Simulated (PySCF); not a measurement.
C₆H₁₀O₆Si (SiH(OAc)3)

The calculation's input:

```
{"job": {"kind": "nmr", "xc": "PBE0", "basis": "pcSseg-1"}, "charge": 0, "multiplicity": 1}
Si     0.004270     0.006613     0.526605
H      0.028237    -0.027041     1.989928
O      1.527102     0.128675    -0.189530
C      2.354394     1.095452     0.252281
C      3.708965     1.021792    -0.374627
O      1.993662     1.905835     1.065666
H      4.336891     1.839908    -0.006081
H      3.612951     1.073597    -1.468869
H      4.167692     0.050871    -0.136040
O     -0.871303     1.293641    -0.125963
C     -2.132869     1.469433     0.311381
C     -2.787328     2.670599    -0.290355
O     -2.633819     0.710722     1.100551
H     -3.811156     2.767133     0.086510
H     -2.789561     2.576836    -1.386180
H     -2.201563     3.568344    -0.044198
O     -0.677634    -1.358422    -0.194271
C     -0.223568    -2.565303     0.194028
C     -0.962488    -3.692217    -0.452282
O      0.682552    -2.670984     0.979529
H     -0.549144    -4.650638    -0.120558
H     -0.889573    -3.600463    -1.545802
H     -2.029450    -3.624732    -0.193469
```

Command:

```sh
OMP_NUM_THREADS=2 python probes_run.py task.json out
```

Geometry: PBE0-D3(BJ)/def2-SVP.

These are results of PBE0/pcSseg-1, SCF density, gas phase, non-relativistic (PySCF), not measurements.

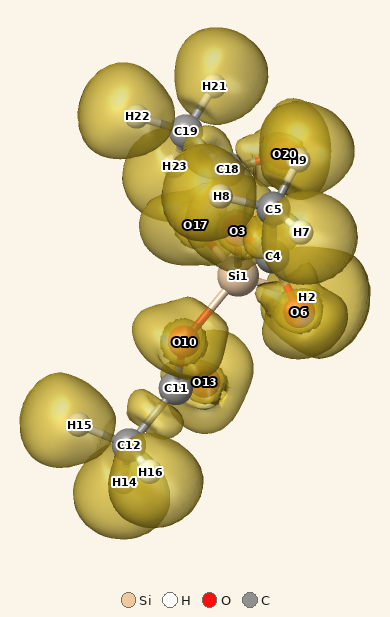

Figure 1. Isosurface of the ELF at 0.75 (yellow), seen at an oblique angle. Core shells and regions of very low density are left out.

Describe the localisation domains.

At this value the surface marks out three regions between bonded C–C atoms (shared pairs), ten regions around hydrogen nuclei and six regions on O in which the atom's valence shell and bonds are merged. Along the contacts the grid gives the following. C–O (1.20 Å): the ELF peaks at about 0.85 between the atoms (a short, multiple covalent bond). C–C (1.49 Å): the ELF peaks at about 0.95 between the atoms; a shared electron pair.

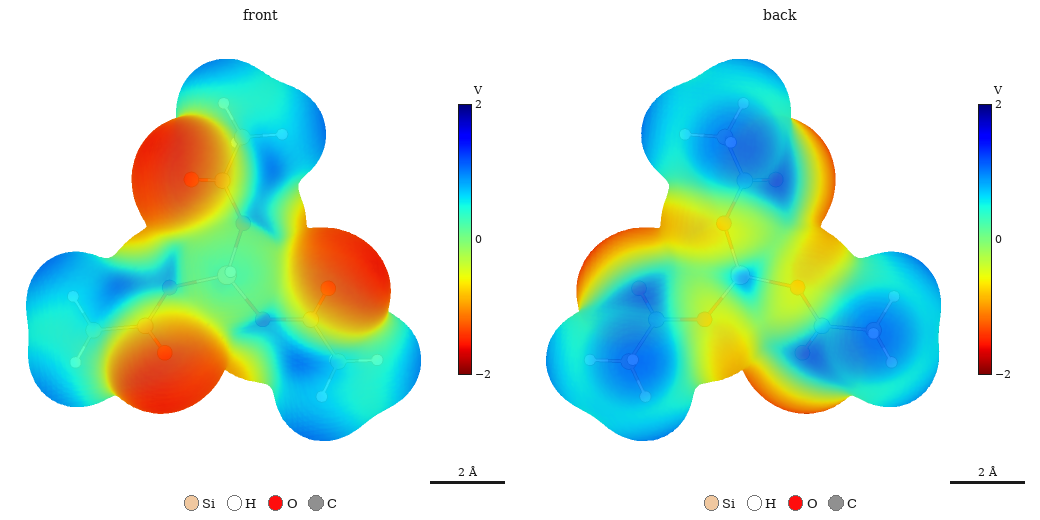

Figure 2. The molecular electrostatic potential painted on the density surface at 0.002 e/bohr³, seen from the front and from behind; the colour scale runs from red (negative) to blue (positive).

Where is the surface potential most negative and most positive?

The most negative region (about −1.6 V, or −37 kcal/mol for a unit charge) lies over O6, O13 and O20, the most positive (about +1.1 V, or +25 kcal/mol for a unit charge) over the C and H atoms.

How polar is the molecule by this calculation?

Its dipole moment is 3.34 D.

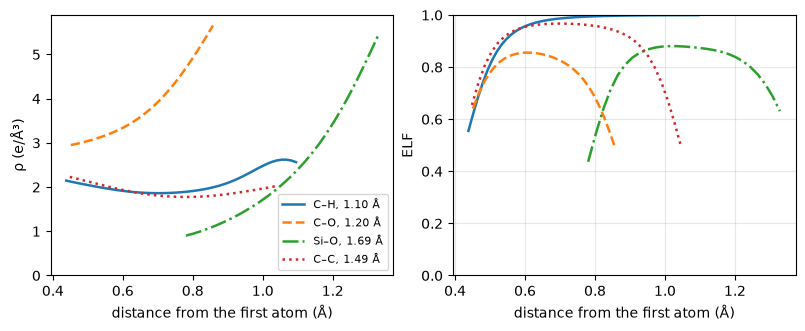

Figure 3. Total electron density and ELF along straight lines between neighbouring atoms. The curves leave out the atomic cores.

What kind of bonding do the profiles show?

C–H (1.10 Å): ρ is about 2 e/Å³ halfway; the ELF climbs to about 1 towards the hydrogen, as it does in any bond to H: an ordinary covalent bond to hydrogen.
C–O (1.20 Å): ρ at the midpoint is about 3.3 e/Å³; the ELF peaks at about 0.85 between the atoms (a multiple bond).
Si–O (1.69 Å): ρ at the midpoint is about 1.1 e/Å³; the ELF peaks at about 0.90 between the atoms (a shared but strongly polarised pair).
C–C (1.49 Å): ρ at the midpoint is about 1.8 e/Å³; the ELF peaks at about 0.95 between the atoms, as expected for localised, covalent bonding.
